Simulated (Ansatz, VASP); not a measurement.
# Cross-check of Cu8N (Cu(111)) between VASP and Ansatz, part 2 of 2

One calculation is typed for both programs; each brings its own data sets and cutoff. How far apart do they land?  The structure shown is the end of the VASP relaxation below.

VASP 6.6.1 and Ansatz 0.2.0.

So far: Set-up; VASP: relaxation, PBE.

## Step 3: Ansatz: single point, PBE

Level of this step: Ansatz beside VASP: Kohn-Sham DFT, plane waves, PBE (Ansatz).

Ansatz runs on its default PAW (the set named soft_2) files.

The same cell, functional, mesh and smearing now go to Ansatz, which takes its cutoff from its data sets.

input.yaml reads:

```yaml
crystal:
  lattice:
    - [5.14203897, 0.0, 0.0]
    - [2.57101949, 4.45313638, 0.0]
    - [0.0, 0.0, 21.29768586]
  atoms:
    - { symbol: Cu, position: [0.0, 0.0, 0.35215094] }
    - { symbol: Cu, position: [0.5, 0.0, 0.35215094] }
    - { symbol: Cu, position: [0.0, 0.5, 0.35215094] }
    - { symbol: Cu, position: [0.5, 0.5, 0.35215094] }
    - { symbol: Cu, position: [0.16666667, 0.16666667, 0.45071698] }
    - { symbol: Cu, position: [0.66666667, 0.16666667, 0.45071698] }
    - { symbol: Cu, position: [0.16666667, 0.66666667, 0.45071698] }
    - { symbol: Cu, position: [0.66666667, 0.66666667, 0.45071698] }
    - { symbol: Cu, position: [0.83189694, 0.33620612, 0.54765852] }
    - { symbol: Cu, position: [0.33189694, 0.33620612, 0.54765852] }
    - { symbol: Cu, position: [0.83207105, 0.83585789, 0.54858121] }
    - { symbol: Cu, position: [0.33207105, 0.83585789, 0.54858121] }
    - { symbol: Cu, position: [0.01196338, 0.97607324, 0.65115047] }
    - { symbol: Cu, position: [0.51196338, 0.97607324, 0.65115047] }
    - { symbol: Cu, position: [0.99582621, 0.50834757, 0.64536944] }
    - { symbol: Cu, position: [0.49582621, 0.50834757, 0.64536944] }
    - { symbol: "N", position: [0.16019023, 0.17961954, 0.69666922] }
    - { symbol: "N", position: [0.66019023, 0.17961954, 0.69666922] }
hamiltonian:
  xc: pbe
  pseudopotentials: { kind: paw }
kpoints:
  mp_grid: { grid: [6, 6, 1] }
scf:
  occupations: { method: methfessel_paxton, width: 0.15 }
  n_extra_bands: 8
efield:
  axis: 3
  dipole_correction: true
  ramp_width: 0.04
output:
  forces: true
  eigenvalues: true
  write_density: true
  write_potential: true
  elf: true
  volumetric_format: npy
```

Command:

```
$ ansatz run input.yaml --threads 8 --pin off --max-ram 18432MiB --backend cpu --events-out ev --progress --plain --runs-dir out
```

Numbers of over 12 decimals in the logs are rounded to 6 here.

The program printed:

```text
scf.n_extra_bands = 8 over 157 filled bands (N_el = 314.0): the run solves 165 bands
Engine: ansatz 0.2.0, aarch64-unknown-linux-gnu
Pseudopotentials: kind: paw
Pseudopotential: Cu, paw, valence charge 19, recommended cutoff 420 eV (normal), Cu.paw.azcp
Pseudopotential: N, paw, valence charge 5, recommended cutoff 420 eV (normal), N.paw.azcp
Functional definition: PBE
  parameter kappa = 0.804
  parameter beta = 0.066725
  exchange = pbe_x(kappa = kappa, mu = beta*pi^2/3)
  correlation = pbe_c(beta = beta)
Crystal: 18 atoms, lattice volume = 487.679 Å³
Basis set: ecut = 420 eV, 9605 PW (Γ), exchange–correlation on 72×72×288 points (8 copies of the dense FFT grid, shifted against one another)
Bands: 165, of which v1, the nominal top of the filled ones, is band 157 counted from 1 (156 counted from 0)
Symmetry: 4 space group operations
Space group: Pm (ITA 6), of the structure as read, at distance tolerance 7.9e-5 Å
k-points: 13 of 36 (time reversal used)
Non-local potential: Cu, projectors of the file, l = 0: 3, l = 1: 2, l = 2: 3, l = 3: 1
Non-local potential: N, projectors of the file, l = 0: 2, l = 1: 2, l = 2: 1
PAW form: soft (Blöchl's): semilocal exchange-correlation on the pseudo side does not see the compensation charge
PAW one-centre angular grid: Cu, 590 points (default); XC on 64 Gauss nodes
PAW one-centre angular grid: N, 110 points (default); XC on 64 Gauss nodes
Initial density: superposition of atomic densities (neutral atoms: chi_scale 0, normalization atom), corrected by the library's trained network
Initial wavefunctions: pseudopotential atomic-orbital guess
Functional: x = pbe(κ = 0.804, μ = 0.219515), c = pbe(β = 0.066725)
SCF iter   1: F=—  HF=-106762.917311 eV  |F-HF|=—  |Δ(HF+E_count)|=         —  Δρ=5.94e-3  dr2=6.60e-1  ethr=1.77e-3  p=-0.167 e·Å  D=-6.19e-2 V/Å  ΔV_dip=1.32 eV  dr2_dipole=2.46e-1  V_vac-E_F(+/−)=6.15/4.83 eV  ⟨swp⟩=6.9  Hψ=8919  notcnv=0
efield: sawtooth ramp at fractional position 0.0044 (placed from the atoms, in the widest stretch of the axis that holds none; the zero of the levels goes with the place), width 0.0400; the density the first Hamiltonian is built on has a dipole p = -0.167 e·Å; the dipole correction subtracts the counter field D = -6.19e-2 V/Å, which shifts the + side's vacuum level by +1.32 eV against the − side's; the planar-averaged density in the ramp window peaks in size at 8.1e-5 e/Å³
preconditioner: auto → LDOS  [metal: Δε(μ)=0.006 eV  Ē_g=4.570 eV  σ=0.150 eV  W_gap=0.04  n_scr=136 (ndim 8)  ℏωp=22.9 eV  f_vac=0.546  D(μ)=13.14/eV (n_scr^D=80)  β→1.0]
SCF iter   2: F=—  HF=-106762.899901 eV  |F-HF|=—  |Δ(HF+E_count)|=   1.74e-2  S|Δr|=    0.00e0  Δρ=2.97e-3  dr2=4.25e-2  ethr=2.10e-4  p=-0.206 e·Å  D=-7.65e-2 V/Å  ΔV_dip=1.63 eV  dr2_dipole=1.02e-2  V_vac-E_F(+/−)=6.55/4.92 eV  ⟨swp⟩=2.2  Hψ=3456  notcnv=0
SCF iter   3: F=—  HF=-106762.921523 eV  |F-HF|=—  |Δ(HF+E_count)|=   2.16e-2  S|Δr|=    0.00e0  Δρ=5.58e-3  dr2=9.69e-2  ethr=1.35e-5  p=-0.215 e·Å  D=-7.99e-2 V/Å  ΔV_dip=1.70 eV  dr2_dipole=2.42e-4  V_vac-E_F(+/−)=6.53/4.83 eV  ⟨swp⟩=2.4  Hψ=4087  notcnv=0
SCF iter   4: F=—  HF=-106762.905080 eV  |F-HF|=—  |Δ(HF+E_count)|=   1.64e-2  S|Δr|=    0.00e0  Δρ=1.69e-3  dr2=8.99e-3  ethr=1.35e-5  p=-0.212 e·Å  D=-7.87e-2 V/Å  ΔV_dip=1.68 eV  dr2_dipole=3.38e-4  V_vac-E_F(+/−)=6.57/4.89 eV  ⟨swp⟩=2.3  Hψ=4091  notcnv=0
SCF iter   5: F=—  HF=-106762.903212 eV  |F-HF|=—  |Δ(HF+E_count)|=   1.87e-3  S|Δr|=    0.00e0  Δρ=4.28e-4  dr2=9.08e-4  ethr=2.86e-6  p=-0.214 e·Å  D=-7.93e-2 V/Å  ΔV_dip=1.69 eV  dr2_dipole=9.18e-5  V_vac-E_F(+/−)=6.58/4.89 eV  ⟨swp⟩=3.0  Hψ=4156  notcnv=0
SCF iter   6: F=—  HF=-106762.903301 eV  |F-HF|=—  |Δ(HF+E_count)|=   8.91e-5  S|Δr|=    0.00e0  Δρ=3.16e-4  dr2=3.85e-4  ethr=2.89e-7  p=-0.213 e·Å  D=-7.92e-2 V/Å  ΔV_dip=1.69 eV  dr2_dipole=3.97e-6  V_vac-E_F(+/−)=6.58/4.89 eV  ⟨swp⟩=2.3  Hψ=3781  notcnv=0
SCF iter   7: F=—  HF=-106762.903247 eV  |F-HF|=—  |Δ(HF+E_count)|=   5.41e-5  S|Δr|=    0.00e0  Δρ=1.32e-4  dr2=1.03e-4  ethr=1.23e-7  p=-0.213 e·Å  D=-7.92e-2 V/Å  ΔV_dip=1.69 eV  dr2_dipole=1.88e-6  V_vac-E_F(+/−)=6.58/4.90 eV  ⟨swp⟩=2.0  Hψ=3266  notcnv=0
SCF iter   8: F=—  HF=-106762.903242 eV  |F-HF|=—  |Δ(HF+E_count)|=   5.23e-6  S|Δr|=    0.00e0  Δρ=5.12e-5  dr2=1.88e-5  ethr=3.30e-8  p=-0.213 e·Å  D=-7.91e-2 V/Å  ΔV_dip=1.69 eV  dr2_dipole=2.41e-6  V_vac-E_F(+/−)=6.58/4.90 eV  ⟨swp⟩=2.0  Hψ=3292  notcnv=0
SCF iter   9: F=—  HF=-106762.903272 eV  |F-HF|=—  |Δ(HF+E_count)|=   2.98e-5  S|Δr|=    0.00e0  Δρ=3.29e-5  dr2=9.35e-6  ethr=6.00e-9  p=-0.213 e·Å  D=-7.91e-2 V/Å  ΔV_dip=1.69 eV  dr2_dipole=3.66e-7  V_vac-E_F(+/−)=6.58/4.90 eV  ⟨swp⟩=2.0  Hψ=3289  notcnv=0
SCF iter  10: F=—  HF=-106762.903277 eV  |F-HF|=—  |Δ(HF+E_count)|=   5.52e-6  S|Δr|=    0.00e0  Δρ=1.74e-5  dr2=2.37e-6  ethr=2.98e-9  p=-0.213 e·Å  D=-7.91e-2 V/Å  ΔV_dip=1.68 eV  dr2_dipole=4.36e-7  V_vac-E_F(+/−)=6.58/4.90 eV  ⟨swp⟩=2.0  Hψ=3157  notcnv=0
SCF iter  11: F=—  HF=-106762.903280 eV  |F-HF|=—  |Δ(HF+E_count)|=   2.20e-6  S|Δr|=    0.00e0  Δρ=7.04e-6  dr2=4.92e-7  ethr=7.53e-10  p=-0.213 e·Å  D=-7.91e-2 V/Å  ΔV_dip=1.68 eV  dr2_dipole=8.85e-8  V_vac-E_F(+/−)=6.58/4.90 eV  ⟨swp⟩=2.0  Hψ=3313  notcnv=0
SCF iter  12: F=-106762.903281 eV  HF=-106762.903280 eV  |F-HF|=6.74e-7  |Δ(HF+E_count)|=   4.84e-7  S|Δr|=    0.00e0  Δρ=3.65e-6  dr2=7.11e-8  ethr=3.18e-11  p=-0.213 e·Å  D=-7.91e-2 V/Å  ΔV_dip=1.68 eV  dr2_dipole=4.19e-9  V_vac-E_F(+/−)=6.58/4.90 eV  ⟨swp⟩=14.5  Hψ=19985  notcnv=0
SCF 1 converged in 12 iterations: F = -106762.903281 eV  dr2 = 7.11e-8
  greatest PAW one-centre occupation: 1.000 electrons in one spin orbital (limit 2), on the Cu atom at site 1 (counted from 0), in its partial waves of l = 0
WARN: The output density's exchange-correlation potential varies sharply where the density is thin. Do not read a vacuum level from v_tot or v_xc, or from such a field of the output density. On a cell that repeats whose density bears no net charge and no dipole along the vacuum's axis use v_es (v_loc + v_h of the components); under efield.dipole_correction with no amplitude use v_es + v_field, which holds any externa [...]
SCF converged after 12 iterations
Stability not checked: this state was not tested for a lower state beside it, because cold or Methfessel-Paxton smearing, or corrected tetrahedra, fill the levels in a way that the test cannot read (fill_not_monotonic; see scf.lower_state_search)
Free energy (F): -106762.903281 eV
Harris-Foulkes:  -106762.903280 eV  (|F-HF|=6.74e-7)
Internal energy: -106762.883403 eV  (E = F + TS)
E sigma→0 (E₀):  -106762.898311 eV
Entropy (-TS):   -0.019878 eV (-1.104 meV/atom)
Fermi energy:    3.399719 eV
Dipole field:    D = -0.079170 V/Å  (p = -0.213370 e·Å, saw-weighted, corrected)
Work function:   Φ+ = 6.5832 eV   Φ− = 4.8970 eV
Levels:          The Fermi level and band energies are counted from a zero that moves with the ramp; work functions are not
--- Per-component energies (eV) ---
  E_band       = -9845.775335
  E_kinetic    = 5041.467016
  E_local      = -568455.416528  (includes V_loc(G=0)·N_el)
  E_nonlocal   = 6322.890546
  E_hartree    = 278247.100257
  E_xc         = -1545.074860
  E_vxc        = -1990.733226  (∫ρ·V_xc dr)
  E_paw        = -26849.683143  (= ΣΔE_a)
  E_vpaw       = -7248.449870  (= ΣTr[D̂ρ^β])
  E_aug_tail   = 0.004546  (compensation charges beyond the density's cutoff)
  E_efield     = 0.008446  (sawtooth field / dipole correction)
  E_vefield    = -9.687262  (∫n·V_field dr)
  E_ewald      = 200475.820317
  E_smearing   = -0.019878  (= −TS)
  E_closure    = 0.000000  (closes the sum)
  Σ components = -106762.903281   (vs F -106762.903281, Δ=0.00e0)
--- Forces (eV/Å), atoms counted from 1 ---
  atom   1  Cu    -0.00000000    -0.02279159     0.06806902
  atom   2  Cu    -0.00000000    -0.02279159     0.06806902
  atom   3  Cu     0.00000000     0.00754231     0.06472042
  atom   4  Cu     0.00000000     0.00754231     0.06472042
  atom   5  Cu    -0.00000000    -0.01489941    -0.07228273
  atom   6  Cu    -0.00000000    -0.01489941    -0.07228273
  atom   7  Cu     0.00000000     0.02481315    -0.07943122
  atom   8  Cu     0.00000000     0.02481315    -0.07943122
  atom   9  Cu    -0.00000000    -0.00008627     0.00563529
  atom  10  Cu    -0.00000000    -0.00008627     0.00563529
  atom  11  Cu     0.00000000     0.00568593     0.02854362
  atom  12  Cu     0.00000000     0.00568593     0.02854362
  atom  13  Cu     0.00000000     0.07251706     0.07782695
  atom  14  Cu     0.00000000     0.07251706     0.07782695
  atom  15  Cu    -0.00000000    -0.07485278     0.03864756
  atom  16  Cu    -0.00000000    -0.07485278     0.03864756
  atom  17  N      0.00000000     0.00207824    -0.13167255
  atom  18  N      0.00000000     0.00207824    -0.13167255
  max |Σ_I F_I| component: 1.13e-4 eV/Å
--- Band table (eV; the first three rows and the last of 13) ---
  k-point 0: bands = [... 153 lower, 2.7995, 3.2502, 3.3914, 3.4974, 3.6023, 4.2193, 4.3153, 4.3704, ... 4 higher]
  k-point 1: bands = [... 153 lower, 2.7207, 3.1580, 3.2769, 3.3607, 3.5896, 3.6381, 4.0461, 4.3556, ... 4 higher]
  k-point 2: bands = [... 153 lower, 2.6592, 3.1336, 3.3086, 3.3534, 3.6066, 4.0565, 4.0868, 4.5308, ... 4 higher]
  k-point 12: bands = [... 153 lower, 2.4623, 2.7745, 2.9142, 3.0281, 3.4236, 3.9535, 4.3690, 4.6381, ... 4 higher]
```

Run time: 49 s. Hardware: 8 threads of Arm Neoverse N1, shared host; peak memory 3.5 GiB.

## Step 4: Differences

Known differences besides the PAW data sets themselves: the data sets hold 314 valence electrons in Ansatz (default PAW (the set named soft_2) files) and 186 in VASP; the cutoff is 420 eV in Ansatz and 440 eV in VASP (PREC = Normal, projectors in real space). Total energies have different zeros and are not compared.

Forces on 10 of the 18 atoms, picked by the larger force of the two programs (eV/Å; atoms numbered as in POSCAR):

| atom | Ansatz x, y, z | VASP x, y, z |
| --- | --- | --- |
| Cu5 | 0.000, -0.015, -0.072 | 0.000, -0.015, -0.072 |
| Cu6 | 0.000, -0.015, -0.072 | 0.000, -0.015, -0.072 |
| Cu7 | 0.000, 0.025, -0.079 | 0.000, 0.025, -0.083 |
| Cu8 | 0.000, 0.025, -0.079 | 0.000, 0.025, -0.083 |
| Cu13 | 0.000, 0.073, 0.078 | 0.000, 0.003, 0.006 |
| Cu14 | 0.000, 0.073, 0.078 | 0.000, 0.003, 0.006 |
| Cu15 | 0.000, -0.075, 0.039 | 0.000, -0.020, 0.022 |
| Cu16 | 0.000, -0.075, 0.039 | 0.000, -0.020, 0.022 |
| N17 | 0.000, 0.002, -0.132 | 0.000, 0.016, -0.005 |
| N18 | 0.000, 0.002, -0.132 | 0.000, 0.016, -0.005 |

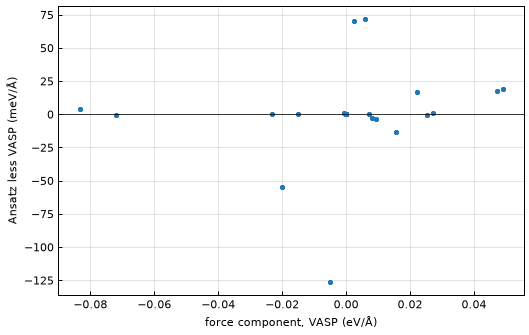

Difference of the force components against their size.

The forces differ by 33 meV/Å r.m.s., which is 122.1 % of the r.m.s. force of 0.03 eV/Å (both taken over all components, held atoms included).

## Step 5: Looking for the cause

The difference is large enough to ask for its cause, so further runs change the set-up of one program at a time, as the table lists.

| run | r.m.s. force difference (meV/Å) |
| --- | --- |
| as above | 33 |
| Ansatz's larger PAW set (cutoff 1050 eV) | 33 |
| norm-conserving potentials (cutoff 1252 eV) | 23 |

## Step 6: Results

| Quantity | Value |
| --- | --- |
| r.m.s. force difference (single point, PBE) | 33 meV/Å |

**Reading.** The r.m.s. force difference is 33 meV/Å (single point, PBE), beyond the 12 meV/Å picked in this series as the mark of a large difference. For single point, PBE: norm-conserving potentials (cutoff 1252 eV) cuts the r.m.s. force difference from 33 to 23 meV/Å; whether that points to the cause isn't shown, since only Ansatz's side was varied. Differences of this kind measure data sets and numerical settings, not the functional's error against experiment.

[Lines on the potential files, build, host, timing and source positions are cut from VASP's logs without a mark.]

[Logs are printed without paths, hosts, clocks, repeated set-up lines and the standing remarks that a program may print on its own settings, such as how far it seeks lower states.]

[Hosts, paths, dates, database ids (printed as entryN), source tags and the programs' standing remarks are cut or masked in the printed files.]
